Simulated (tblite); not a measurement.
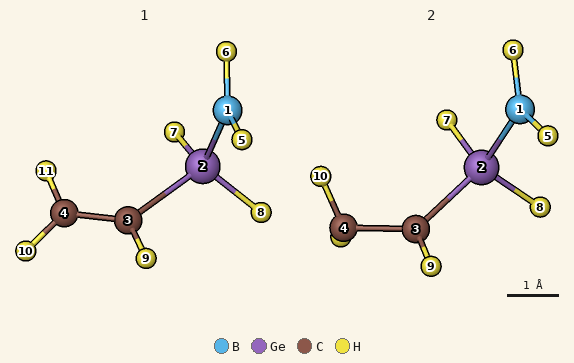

Two geometries of C₂H₇BGe (charge +1, multiplicity 2), drawn at one scale. One is the start of a relaxation, the other its converged end. The picture is a ball-and-stick view, seen from a free direction.

Level of theory: tblite 0.8.0, GFN2-xTB geometry optimisation, gas phase. 

Question: Which geometry has the lower energy?

Answer: Structure 1 is the relaxed one. After 104 geometry steps the energy has fallen by 2.243 eV. The largest move after the best rigid fit is that of H10, 1.47 Å. Largest moves by element: H 1.47 Å, C 0.33 Å, Ge 0.25 Å, B 0.11 Å. Near-neighbour distances that change, for instance: C3–C4 1.490 → 1.316 Å, Ge2–C3 1.906 → 2.004 Å, Ge2–H7 1.555 → 1.502 Å, Ge2–H8 1.549 → 1.507 Å. Among the angles between lasting bonds that change: B1–Ge2–C3 109.3° → 95.8°, C3–C4–H11 110.5° → 123.8°, C3–C4–H10 109.4° → 121.6°. Cost: 0.43 s on 1 thread of Arm Neoverse V1, with other jobs on the host.
